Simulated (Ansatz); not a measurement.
## Two runs on SF6

System: SF6, charge −1, multiplicity 2.
Method of run A: UKS wB97M-V/def2-TZVPPD (Ansatz 0.2.0).

The geometry comes from this level: PBE0-D4/def2-TZVPPD. Text and figures count atoms from 1; the logs count them from 0 in places.

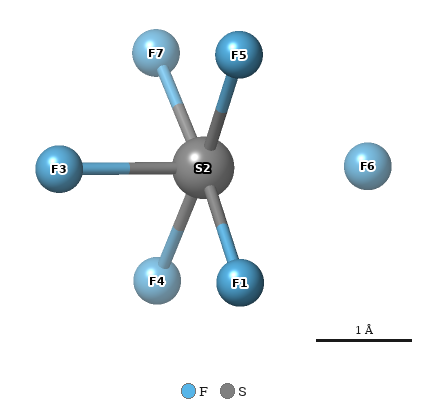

**Figure 1.** The structure (ball-and-stick view, seen at a tilt; atoms are numbered from 1 in the order of the input).

Input file, run A:
```yaml
crystal:
  periodic: [false, false, false]
  atoms:
    - { symbol: F, position_ang: [-0.40692679, 1.30948178, -1.00164423] }
    - { symbol: S, position_ang: [0.00091083, 0.00053655, 0.00013932] }
    - { symbol: F, position_ang: [1.50433567, 0.61494303, 0.0982933] }
    - { symbol: F, position_ang: [0.51024854, -0.8782191, -1.35906092] }
    - { symbol: F, position_ang: [-0.40348857, 0.92297749, 1.36773051] }
    - { symbol: F, position_ang: [-1.71870844, -0.70411179, -0.11303353] }
    - { symbol: F, position_ang: [0.51395875, -1.26518794, 1.00772553] }
magnetization:
  spin_polarized: true
  initial_magnetization: 1
total_charge: -1
basis:
  gaussian: { orbitals: def2-TZVPPD.json }
hamiltonian:
  xc: { name: wB97M-V }
```

Launched with:
```bash
ansatz run input.yaml --threads 4 --pin off --max-ram 10240MiB --backend cpu --events-out ev --progress --plain --runs-dir out
```

Hardware: 4 threads of Intel Xeon @ 2.70GHz, 189 GiB of memory available, shared host.

Output (run A):
```
Engine: ansatz 0.2.0, x86_64-unknown-linux-gnu
Functional definition: wB97M-V
  parameter omega = 0.3/bohr
  parameter cx = 0.15
  parameter cx01 = 1.007
  parameter cx10 = 0.259
  parameter css00 = 0.443
  parameter css04 = -1.437
  parameter css10 = -4.535
  parameter css20 = -3.390
  parameter css43 = 4.278
  parameter cos00 = 1.000
  parameter cos10 = 1.358
  parameter cos20 = 2.924
  parameter cos21 = -8.812
  parameter cos60 = -1.390
  parameter cos61 = 9.142
  parameter b = 6.0
  parameter c = 0.01
  gx(w, u) = 1 - cx + cx01*u + cx10*w
  gss(w, u) = css00 + css04*u^4 + css10*w + css20*w^2 + css43*w^4*u^3
  gos(w, u) = cos00 + cos10*w + (cos20 + cos21*u)*w^2 + (cos60 + cos61*u)*w^6
  exchange = spin_sum(e_x_unif_sr(omega)*gx(b97_w, b97_u_x)) + cx*exact_x_sr(omega) + exact_x_lr(omega)
  correlation = spin_sum(e_c_pw_mod_same_spin*gss(b97_w, b97_u_same))
      + integral(e_c_pw_mod_opposite_spin*gos(b97_w_opposite, b97_u_opposite)) + vv10(b, c)
1500 factors; their error is unknown
369 factors; integrals over basis functions are off by at most 2.7e-5 eV
mean field evaluation 1: about -27131.7170 eV, gradient 4.7e1 eV
mean field evaluation 2: about -27128.7207 eV, gradient 6.4e1 eV
mean field evaluation 4: about -27139.9919 eV, gradient 2.1e0 eV
mean field evaluation 8: about -27140.0161 eV, gradient 1.0e-1 eV
mean field evaluation 16: about -27140.0534 eV, gradient 1.9e-3 eV
mean field -27140.05344437 eV, -997.3785678917 hartree, gradient 3.3e-5 eV, S^2 0.754819; 0 other end points of the search recorded, 0 dependent functions left out
reference -27140.05351055 eV, -997.3785703236 hartree; 36, 35 occupied and 255, 256 virtual orbitals, 1500 factors
Total energy: -27140.05351055 eV, -997.3785703236 hartree
```

For run B the input was changed thus:
```diff
-  xc: { name: wB97M-V }
+  xc: { name: B2PLYP }
```

How does run B compare with run A?

The total energies belong to different methods, so their difference says nothing on which is more stable or more accurate. The functional changes from wB97M-V to B2PLYP. The basis functions go from 291 to 280.

Output (run B):
```
Engine: ansatz 0.2.0, x86_64-unknown-linux-gnu
Functional definition: B2PLYP
  parameter a = 0.53
  parameter c = 0.27
  exchange = (1 - a)*b88_x + a*exact_x
  correlation = (1 - c)*lyp_c + c*(mp2_os + mp2_ss)
1852 factors; integrals over basis functions are off by at most 1.4e-3 eV
mean field evaluation 1: about -27108.7343 eV, gradient 4.6e1 eV
mean field evaluation 2: about -27108.8926 eV, gradient 4.6e1 eV
mean field evaluation 4: about -27116.4864 eV, gradient 4.3e0 eV
mean field evaluation 8: about -27116.5712 eV, gradient 9.5e-1 eV
mean field evaluation 16: about -27116.5783 eV, gradient 3.2e-3 eV
mean field -27116.57831768 eV, -996.5158728980 hartree, gradient 6.6e-6 eV, S^2 0.761395; 0 other end points of the search recorded, 0 dependent functions left out
11 core orbitals not correlated: weight in the atoms' cores, before any rotation towards them, 1.000 or more for the frozen orbitals, at most 0.000 for the correlated occupied ones
reference -27116.57850464 eV, -996.5158797683 hartree; 25, 24 occupied and 255, 256 virtual orbitals, 1852 factors
second order -58.55808615 eV of doubles, -0.00000000 eV of singles
Total energy: -27132.38918789 eV, -997.0969116612 hartree
```

The two runs side by side:

| quantity | run A | run B |
| --- | --- | --- |
| outcome | converged | converged |
| total energy (hartree) | −997.378570 | −997.096912 |
| ⟨S²⟩ | 0.755 | 0.761 |
| basis functions | 291 | 280 |
| wall time (shared host) | 32 s | 24 s |
